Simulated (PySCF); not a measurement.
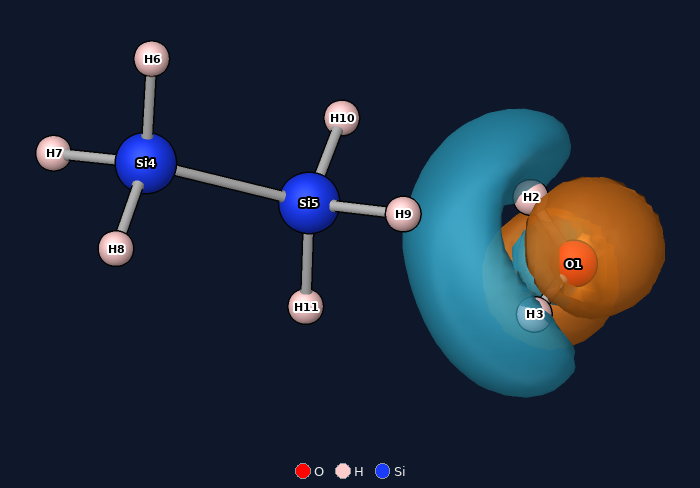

Figure 1: H₈OSi₂, SMILES `O.[SiH3][SiH3]`. Unrelaxed difference density of S₁ less the ground state (TDA singlet states), ±0.03 e/Å³; light blue: gain, orange: loss.

Computed with PySCF, ωB97X/def2-SVP, geometry: GFN2-xTB. The pair's geometry is semi-empirical, so its contact may be too short or too long. Without diffuse functions Rydberg states are missing, so the states' numbers hold for this basis only.

> How does the charge move on excitation?

0.83 e is displaced in all, of which about 0.7 e passes between atoms: O1 (0.65 e) loses electrons and H2 (0.18 e) and H3 (0.18 e) gain them. The state: 7.79 eV (159 nm), f = 0.008; the leading pair carries 100 %; hole on O1 (88 %) and H2 and H3 (6 % each), electron on H2 and H3 (24 % each), O1 (22 %) and Si5 (14 %); their centroids lie 1.3 Å apart.
